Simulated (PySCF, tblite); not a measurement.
# C₆H₁₀O₂SSi: geometry, infrared bands and NMR shifts

What infrared bands and NMR shifts should C₆H₁₀O₂SSi (`CS/C=C/[C@H]1OC[SiH2]C1=O`) show?

Computed with tblite 0.8.0 and PySCF 2.14.0, with density-fitted response routines of our own, on a single molecule in the gas phase. Atoms count from 0, in the outputs and in this text.

## (1) The molecule as given

20 atoms, charge 0, multiplicity 1; geometry from: force field or distance geometry start.

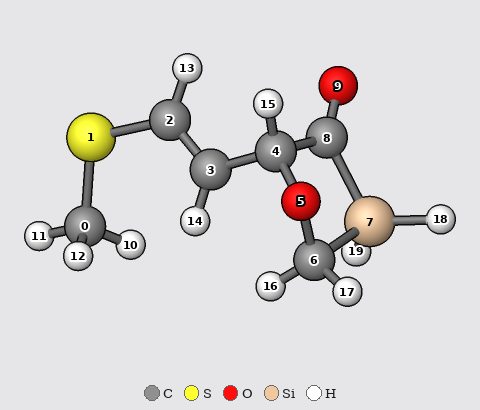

The starting geometry (carbon grey, sulfur yellow, oxygen red, silicon light orange, hydrogen white), atoms numbered.

## (2) Optimising the geometry with GFN2-xTB

The job: settings as JSON, then the geometry in Å.

```
{"job": {"kind": "relax", "xc": "GFN2-xTB", "basis": "xTB"}, "charge": 0, "multiplicity": 1}
C      3.269600    -0.683600    -0.748600
S      3.003500     1.108600    -0.822200
C      1.265600     1.497100    -0.653000
C      0.319300     0.559500    -0.735700
C     -1.110100     0.955600    -0.581600
O     -1.995300     0.070400    -1.149900
C     -1.892500    -1.180000    -0.568700
Si    -2.085200    -0.658100     1.258100
C     -1.391100     1.036700     0.894000
O     -1.230700     1.957200     1.662100
H      2.770900    -1.149900     0.126900
H      4.352300    -0.920300    -0.727400
H      2.873600    -1.128500    -1.694900
H      0.911400     2.520400    -0.502800
H      0.637200    -0.461100    -0.879800
H     -1.227200     1.964300    -0.990700
H     -0.963900    -1.717600    -0.740000
H     -2.819100    -1.734700    -0.871900
H     -3.488400    -0.616300     1.648900
H     -1.205200    -1.409200     2.132000
```

Command:

```console
> OMP_NUM_THREADS=1 python probes_run.py task.json out
```

One launch serves the whole session: the jobs run in the order shown.

**Question.** This job is followed by: GFN2-xTB harmonic vibrations, gas phase; GIAO PBE0/pcSseg-1 NMR shielding, non-relativistic, gas phase. Predict these results of the whole session: strongest single infrared mode (GFN2-xTB); zero-point energy (GFN2-xTB); 13C shifts against TMS (PBE0/pcSseg-1); 1H shifts against TMS (PBE0/pcSseg-1, means over atoms taken as alike); 33S shifts against CS2 (PBE0/pcSseg-1); 17O shifts against H2O (PBE0/pcSseg-1); 29Si shifts against TMS (PBE0/pcSseg-1).

As calculated:

| quantity | value |
| --- | --- |
| strongest single infrared mode (GFN2-xTB) | 2326 cm⁻¹, 285 km/mol |
| zero-point energy (GFN2-xTB) | 89.7 kcal/mol |
| 13C shifts against TMS (PBE0/pcSseg-1) | 250.0, 141.0, 117.0, 93.5, 57.3, 18.0 ppm |
| 1H shifts against TMS (PBE0/pcSseg-1, means over atoms taken as alike) | 6.44, 5.05, 4.62, 4.40, 4.25, 3.89, 3.84, 2.16 ppm |
| 33S shifts against CS2 (PBE0/pcSseg-1) | 30 ppm |
| 17O shifts against H2O (PBE0/pcSseg-1) | 815.7, 29.5 ppm |
| 29Si shifts against TMS (PBE0/pcSseg-1) | -88.9 ppm |

In words: Relaxing lowered the energy by 0.673 eV in 76 steps; the close pair that moved most is Si7–C8, from 1.867 to 1.924 Å. No mode is imaginary among the 54: a minimum at this level. The strongest single mode, at 2326 cm⁻¹, moves mainly H18. Unscaled tight-binding wavenumbers are off by several per cent, some by more. Its intensities can rank the bands wrongly. At PBE0/pcSseg-1: The widest tensor belongs to O9: span 1771 ppm, with a paramagnetic part of -879 ppm.
